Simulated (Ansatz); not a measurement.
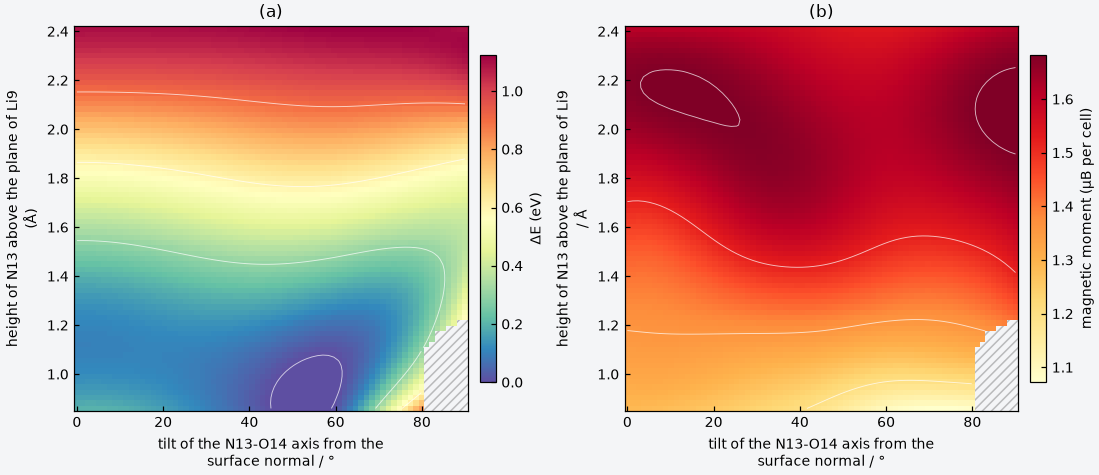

NO on a Li(110) slab cut from the Im-3m phase, its upper half relaxed before the scan (12 atoms of substrate and one adsorbate in a 2 × 2 cell). NO stands on one site of a rigid substrate while its tilt and height are varied at a fixed bond length; it sits over a hollow site, heights counted from the top plane, tilted towards the diagonal of the 1 × 1 surface cell. Coordinates scanned: (1) tilt of the N13-O14 axis from the surface normal; (2) height of N13 above the plane of Li9. The scan uses a 7 × 6 grid. At 2 points there is no value (left out of the scan, as a rule where atoms come close). Points are written as (first, second). All energies are given in eV relative to the lowest grid point. Method: DFT PBE, scalar-relativistic, plane waves, PAW (Ansatz). Settings: cutoff 420 eV, k-mesh 5×5×1, gaussian smearing 0.1 eV, spin-polarised.

Panel (a) is the energy and panel (b) the computed magnetic moment on the same grid.

Drawn: a smooth colour map with a few white contour lines, hatched blanks where no value was computed. Between grid points the surface is interpolated.

How does the magnetic moment vary over the map, and what is it at the lowest grid point?

Answer. Leaving out the highest fifth of the energies, it runs from 1.07 μB per cell at (75°, 0.86 Å) to 1.68 μB per cell at (90°, 1.91 Å). At the lowest grid point, (45°, 0.86 Å), it is 1.18 μB per cell. That point lies on the edge of the scan.

| second ↓, first → | 0 | 15 | 30 | 45 | 60 | 75 | 90 |
| --- | --- | --- | --- | --- | --- | --- | --- |
| 2.41 | 1.61 | 1.61 | 1.59 | 1.56 | 1.54 | 1.58 | 1.62 |
| 1.91 | 1.61 | 1.64 | 1.67 | 1.65 | 1.61 | 1.64 | 1.68 |
| 1.56 | 1.46 | 1.50 | 1.58 | 1.58 | 1.53 | 1.52 | 1.58 |
| 1.30 | 1.38 | 1.40 | 1.43 | 1.43 | 1.40 | 1.40 | 1.46 |
| 1.08 | 1.34 | 1.34 | 1.32 | 1.31 | 1.28 | 1.29 | – |
| 0.86 | 1.29 | 1.27 | 1.24 | 1.18 | 1.10 | 1.07 | – |
